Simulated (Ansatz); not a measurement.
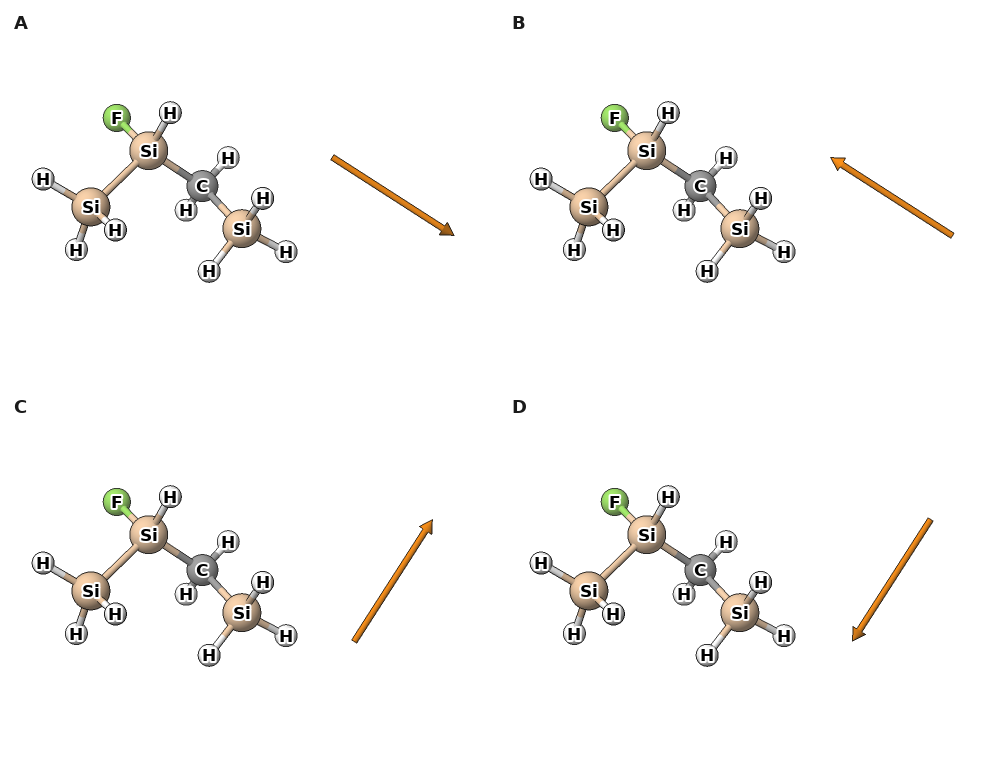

The same molecule four times, each with an arrow. The geometry was computed by an optimisation with PBE-D4/def2-SVP. No frequency run is at hand to confirm it as a minimum. Method: RKS PBE-D4/def2-SVP (Ansatz 0.2.0).

### Which arrow points along the dipole moment, from the negative to the positive end?

A. The dipole moment is 1.18 D.
